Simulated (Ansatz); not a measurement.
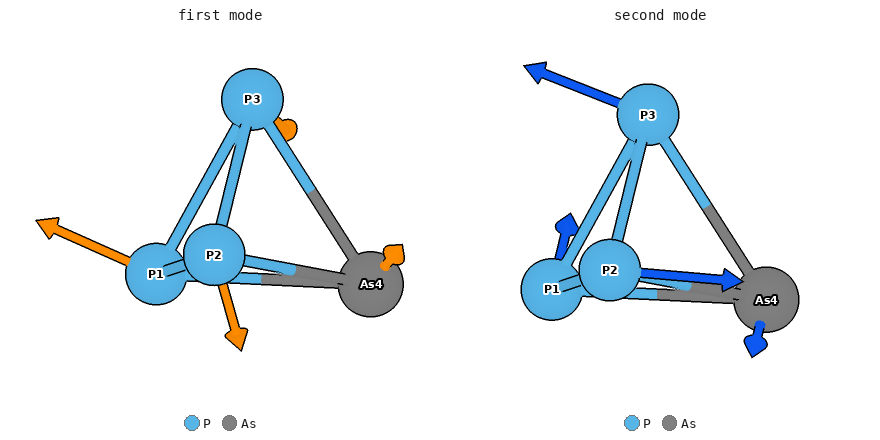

The system is AsP3, charge +1, spin multiplicity 2; the picture shows the reference structure; its two panels give the patterns of the first and the second mode as arrows. Coordinates scanned: (1) normal mode 1 (339 cm⁻¹, of the parent); (2) normal mode 2 (339 cm⁻¹, of the parent). Nothing is relaxed (straight displacements along the two mass-weighted modes). The grid has 15 × 15 points; 120 points were computed and 105 follow by symmetry. Points are written as (first, second). Energies are in kJ/mol, from the ion of charge +1 at the geometry of the relaxed parent of charge +0. Near the degeneracy a single determinant is a rough description. All numbers below come from Ansatz 0.2.0, UKS PBE0-D4/def2-SVP.

Its coordinates:

```xyz
4

P    -0.4245   -0.2241    1.2764
P     0.1058   -1.2048   -0.6299
P     1.2423    0.5594    0.0578
As   -0.9235    0.8695   -0.7042
```

Range: normal mode 1 (339 cm⁻¹, of the parent) from −2.795 to 2.795 amu½·Å; normal mode 2 (339 cm⁻¹, of the parent) from −2.795 to 2.795 amu½·Å.

**What landscape does the calculation give?**

The lowest grid point is at (1.597 amu½·Å, 0.000 amu½·Å), −40 kJ/mol from the ion of charge +1 at the geometry of the relaxed parent of charge +0; the map holds 3 wells of about this depth. The highest grid point, (2.795 amu½·Å, −2.795 amu½·Å), lies 236 kJ/mol above the lowest. On the interpolated surface the easiest way out of the lowest well to a well of about the same depth near (−0.799 amu½·Å, −1.198 amu½·Å) passes a barrier of about 8.7 kJ/mol.

```csv
"second ↓, first →",−2.795,−2.396,−1.996,−1.597,−1.198,−0.799,−0.399,0.000,0.399,0.799,1.198,1.597,1.996,2.396,2.795
2.795,63,34,13,1,−5,−3,3,15,31,51,74,100,129,161,196
2.396,56,24,2,−13,−20,−21,−17,−8,4,19,37,57,81,107,135
1.996,52,18,−6,−22,−31,−33,−30,−24,−15,−4,8,24,42,62,86
1.597,49,14,−11,−27,−36,−39,−37,−33,−27,−20,−12,−2,12,28,48
1.198,48,13,−12,−29,−37,−40,−38,−35,−32,−29,−26,−20,−10,2,19
0.799,49,13,−12,−28,−35,−36,−33,−29,−30,−32,−33,−31,−25,−15,−1
0.399,49,13,−12,−26,−33,−31,−24,−18,−23,−32,−37,−38,−34,−26,−13
0.000,49,13,−11,−26,−31,−28,−17,0,−18,−31,−38,−40,−37,−29,−17
−0.399,49,13,−12,−26,−33,−31,−24,−18,−23,−32,−37,−38,−34,−26,−13
−0.799,49,13,−12,−28,−35,−36,−33,−29,−30,−32,−33,−31,−25,−15,−1
−1.198,48,13,−12,−29,−37,−40,−38,−35,−32,−29,−26,−20,−10,2,19
−1.597,49,14,−11,−27,−36,−39,−37,−33,−27,−20,−12,−2,12,28,48
−1.996,52,18,−6,−22,−31,−33,−30,−24,−15,−4,8,24,42,62,86
−2.396,56,24,2,−13,−20,−21,−17,−8,4,19,37,57,81,107,135
−2.795,63,34,13,1,−5,−3,3,15,31,51,74,100,129,161,196
```

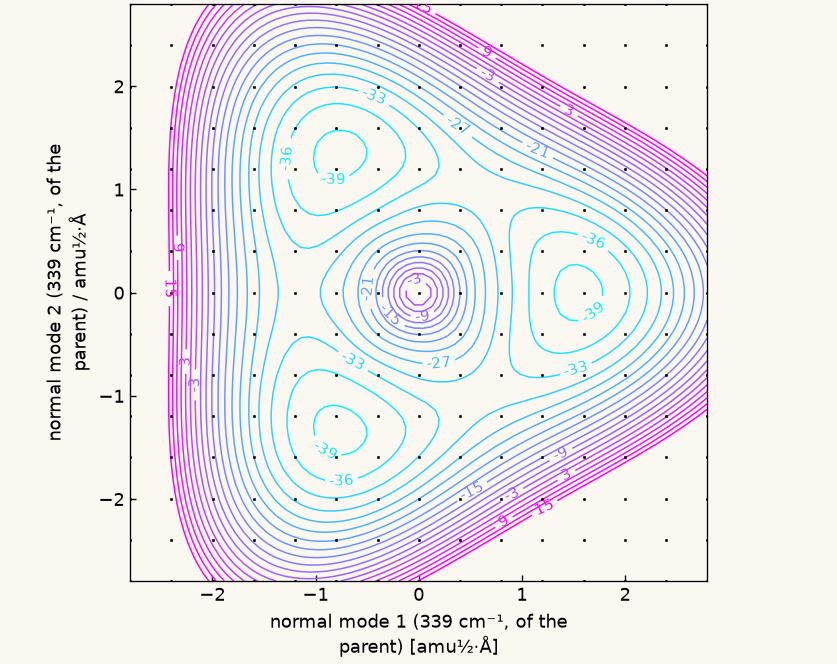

In the figure: contour lines labelled in kJ/mol (none above 15), dots at the grid points. Between grid points the surface is interpolated.

Time for the 120 points that were run: 17 min on 1 thread of Arm Neoverse V1 (shared host).
